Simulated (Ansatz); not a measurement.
# One shape, several levels: BH2Cl (SMILES BCl)

Aim: a comparison of 6 runs (PBE0/STO-3G, UPBE/STO-3G, UPBE0/STO-3G, wB97X/STO-3G, MP2/STO-3G, CCSDTQ/STO-3G) of BH2Cl. 

Program for the calculation: Ansatz 0.2.0.

56 further runs of the same task are left out: 2 that didn't finish, 54 set aside as unsound or not needed.

### Step 1. The system as given

BH2Cl: 4 atoms, total charge 0, spin state singlet. As SMILES, `BCl`. The Cl2–B1 distance was set to 4.333 Å, away from the relaxed value. At this shape a bond of the SMILES string is far longer than usual.

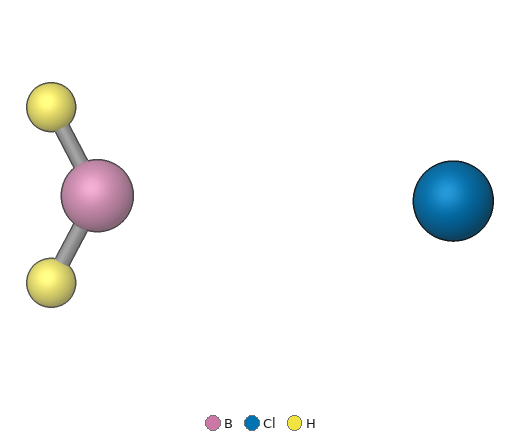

The structure, seen from a chosen angle (boron pink, chlorine blue, hydrogen yellow).

### Step 2. A single-point energy at PBE0/STO-3G (run 1)

Contents of input.yaml:

```yaml
crystal:
  periodic: [false, false, false]
  atoms:
    - {symbol: B, position_ang: [-2.339231, 0.647195, -1.270040]}
    - {symbol: Cl, position_ang: [1.365000, -0.395300, 0.721200]}
    - {symbol: H, position_ang: [-3.328731, 0.065995, -0.954340]}
    - {symbol: H, position_ang: [-2.309131, 1.498295, -2.101340]}
basis:
  gaussian:
    orbitals: STO-3G
hamiltonian:
  xc: pbe0
accuracy: high
```

Run with:

```sh
$ ansatz run input.yaml --threads 1 --pin off --max-ram 2610MiB --events-out events.jsonl --progress --plain --runs-dir runs
```

What it wrote:

```text
Warning: RAYON_NUM_THREADS=1 ignored (pool sized by the plan → 1); use --threads N
Functional definition: PBE0
  name "PBE0"
  parameter a = 0.25
  parameter kappa = 0.804
  parameter beta = 0.06672455060314922
  exchange = (1 - a)*pbe_x(kappa = kappa, mu = beta*pi^2/3) + a*exact_x
  correlation = pbe_c(beta = beta)
231 factors; integrals over basis functions are off by at most 7.8e-9 eV
mean field evaluation 1: about -13069.9370 eV, gradient 1.4e1 eV
mean field evaluation 2: about -12955.5793 eV, gradient 5.5e1 eV
mean field evaluation 4: about -12959.5007 eV, gradient 4.4e1 eV
mean field evaluation 8: about -13070.3660 eV, gradient 9.5e0 eV
mean field evaluation 16: about -13074.6406 eV, gradient 3.0e-3 eV
mean field evaluation 32: about -13074.6068 eV, gradient 3.5e-1 eV
mean field -13074.64061864 eV, -480.4841804252 hartree, gradient 1.5e-8 eV, S^2 0.000000; 4 other end points of the search recorded, 0 dependent functions left out
reference -13074.64062008 eV, -480.4841804782 hartree; 12, 12 occupied and 4, 4 virtual orbitals, 231 factors
Total energy: -13074.64062008 eV, -480.4841804782 hartree
```

It took 1.2 s on 1 thread of Arm Neoverse V1, shared host.

### Step 3. A single-point energy at UPBE/STO-3G (run 2)

Contents of job.yaml:

```yaml
basis:
  gaussian:
    orbitals: STO-3G
crystal:
  periodic: [false, false, false]
  atoms:
    - {symbol: B, position_ang: [-2.339231, 0.647195, -1.270040]}
    - {symbol: Cl, position_ang: [1.365000, -0.395300, 0.721200]}
    - {symbol: H, position_ang: [-3.328731, 0.065995, -0.954340]}
    - {symbol: H, position_ang: [-2.309131, 1.498295, -2.101340]}
total_charge: 0
magnetization:
  spin_polarized: true
hamiltonian:
  xc: {name: PBE}
accuracy: high
```

Run with:

```sh
$ ansatz run job.yaml --threads 1 --pin off --max-ram 2610MiB --events-out events.jsonl --progress --plain --runs-dir runs
```

What it wrote (excerpt; [...] marks lines left out):

```text
Warning: RAYON_NUM_THREADS=1 ignored (pool sized by the plan → 1); use --threads N
Functional definition: PBE
  name "PBE"
[...]
231 factors; integrals over basis functions are off by at most 7.8e-9 eV
[...]
mean field -13073.91827514 eV, -480.4576347914 hartree, gradient 4.7e-8 eV, S^2 0.790218; 9 other end points of the search recorded, 0 dependent functions left out
reference -13073.91827707 eV, -480.4576348623 hartree; 12, 12 occupied and 4, 4 virtual orbitals, 231 factors
Total energy: -13073.91827707 eV, -480.4576348623 hartree
```

Run time: 5.7 s. Hardware: 1 thread of Arm Neoverse V1, shared host; peak memory 0.11 GiB.

Run 3 isn't shown in full; the table further down has it.

### Step 4. The energy at wB97X/STO-3G (run 4)

Contents of in.yaml:

```yaml
crystal:
  periodic: [false, false, false]
  atoms:
    - {symbol: B, position_ang: [-2.339231, 0.647195, -1.270040]}
    - {symbol: Cl, position_ang: [1.365000, -0.395300, 0.721200]}
    - {symbol: H, position_ang: [-3.328731, 0.065995, -0.954340]}
    - {symbol: H, position_ang: [-2.309131, 1.498295, -2.101340]}
basis:
  gaussian:
    orbitals: STO-3G
hamiltonian:
  xc: {name: wB97X}
accuracy: high
```

Run with:

```sh
$ ansatz run in.yaml --threads 1 --pin off --max-ram 2610MiB --events-out events.jsonl --progress --plain --runs-dir runs
```

What it wrote (excerpt; [...] marks lines left out):

```text
Warning: RAYON_NUM_THREADS=1 ignored (pool sized by the plan → 1); use --threads N
Functional definition: wB97X
  name "wB97X"
[...]
      + exact_x_lr(omega)
[...]
      + integral(e_c_pw_opposite_spin*poly(b97_u_opposite, 1, cos1, cos2, cos3, cos4))
231 factors; integrals over basis functions are off by at most 7.8e-9 eV
121 factors; integrals over basis functions are off by at most 1.2e-9 eV
[...]
mean field -13078.58935568 eV, -480.6292938350 hartree, gradient 2.2e-8 eV, S^2 0.000000; 4 other end points of the search recorded, 0 dependent functions left out
reference -13078.58935402 eV, -480.6292937738 hartree; 12, 12 occupied and 4, 4 virtual orbitals, 231 factors
Total energy: -13078.58935402 eV, -480.6292937738 hartree
```

It took 7.5 s on 1 thread of Arm Neoverse V1, shared host; peak memory 0.2 GiB.

Run 5 isn't shown in full; the table further down has it.

### Step 5. A single-point energy at CCSDTQ/STO-3G (run 6)

input.yaml, as its differences from that of step 2:

```diff
@@ -10,4 +10,7 @@
     orbitals: STO-3G
-hamiltonian:
-  xc: pbe0
 accuracy: high
+correlation:
+  method: ccsdtq
+  frozen_orbitals: {B: 1, Cl: 5, H: 0}
+scf:
+  omitted_lower_state_checks: [cluster_reference, increment]
```

Run with:

```sh
$ ansatz run input.yaml --threads 1 --pin off --max-ram 2610MiB --events-out events.jsonl --progress --plain --runs-dir runs
```

What it wrote:

```text
Warning: RAYON_NUM_THREADS=1 ignored (pool sized by the plan → 1); use --threads N
[... 13 lines left out ...]
6 core orbitals not correlated: weight in the atoms' cores, before any rotation towards them, 1.000 or more for the frozen orbitals, at most 0.000 for the correlated occupied ones
[... 147 lines left out ...]
WARN: these amplitudes may be one of several solutions (largest doubles amplitude 1.29, level shift 9.31 eV)
Total energy: -13061.17209601 eV, -479.9892213479 hartree
Checks for a lower state left out: cluster_reference, increment
```

It took 5.4 s on 1 thread of Arm Neoverse V1, shared host.

### Step 6. The series

```csv
run,level,frozen core orbitals,energy (Eh),wall time
1,PBE0/STO-3G,–,-480.484180,1.2 s
2,UPBE/STO-3G,–,-480.457635,5.7 s
3,UPBE0/STO-3G,–,-480.537356,3.6 s
4,wB97X/STO-3G,–,-480.629294,7.5 s
5,MP2/STO-3G,6,-479.914790,0.14 s
6,CCSDTQ/STO-3G,6,-479.989221,5.4 s
```

### Step 7. Outcome

| quantity | value |
| --- | --- |
| run 6: total energy | -479.98922 Eh |
| run 6: correlation energy (6 core orbitals frozen) | -200.6 mEh |
| run 6: T1 diagnostic | 0.171 |

Totals of different functionals can't be ranked against each other. In runs 5, 6 the log says that unrestricted orbitals would lower the reference, so the values rest on an unstable closed-shell determinant (other closed-shell runs at this shape may share the fault). In runs 1, 2, 3, 4, 5, 6 the basis is minimal, so the values are rough. Spin contamination of the reference: run 3 ⟨S²⟩ = 0.89, run 2 ⟨S²⟩ = 0.79. Where it is this large, the reference is a mixture of spin states, and values that rest on it are in doubt. All runs together took 24 s, the longest 7.5 s.
